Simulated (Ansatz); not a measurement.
Calibrating PBE0-D4/def2-TZVPP on Al-containing radicals

The atomisation energy (no zero-point term) in kJ/mol of 8 Al-containing radicals: x at PBE0-D4/def2-TZVPP, y at CCSD(T)/CBS estimate. Shapes, held fixed at every level: PBE0-D4/def2-TZVP. Flexible molecules stand in one conformer, not always the lowest. Programs: Ansatz 0.2.0.

```
                      molecule  x (kJ/mol)  y (kJ/mol)
         AlS (SMILES [Al]=[S])         412         408
   AlCl2 (SMILES [Cl][Al][Cl])         813         808
      AlF2 (SMILES [F][Al][F])        1098        1134
                       Al(OH)2        1757        1803
                   Al(CH3)(SH)        2230           ?
                  Al(CH3)(NH2)        2667        2667
 CH4AlO2 (SMILES C[O][Al][OH])        2943        2971
C3H4Al (SMILES C#[C][Al][CH3])        3104        3077
```

Question: Fit y = c + s·x to the known rows and predict y for Al(CH3)(SH).

Answer: 
1. Means of the 7 rows: x = 1827.71, y = 1838.3.
2. Σ(Δx)² = 7148543, Σ(Δx·Δy) = 7126526, so the slope is 7126526/7148543 = 0.99692.
3. Intercept: 1838.3 − (0.99692) × 1827.71 = 16.2. The largest residual of the fit is 35.
4. Al(CH3)(SH): 16.2 + 0.99692 × 2230 = 2239 kJ/mol.

CCSD(T)/CBS estimate gives 2221 kJ/mol, so the prediction is off by +18 kJ/mol, within the largest residual. Uncorrected, PBE0-D4/def2-TZVPP misses Al(CH3)(SH) by +9 kJ/mol, and the other rows by 21 on average. The line makes this one worse. Left out in turn, the other rows are missed by 32 kJ/mol on average, worse than no correction. Open shells run unrestricted. The CBS estimate extrapolates MP2 from def2-TZVPP and def2-QZVPP and adds CCSD(T) − MP2 in the triple-zeta set, cores frozen.

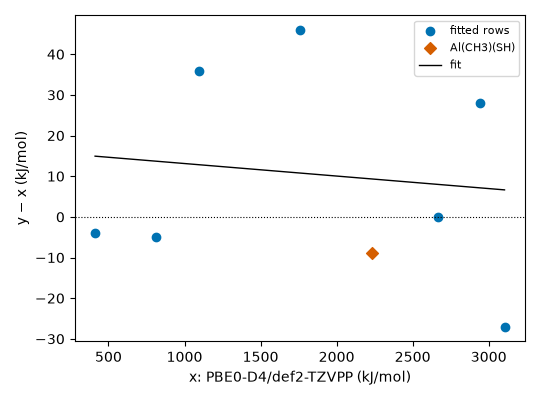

The correction y − x against x, with the fitted line and the withheld molecule.
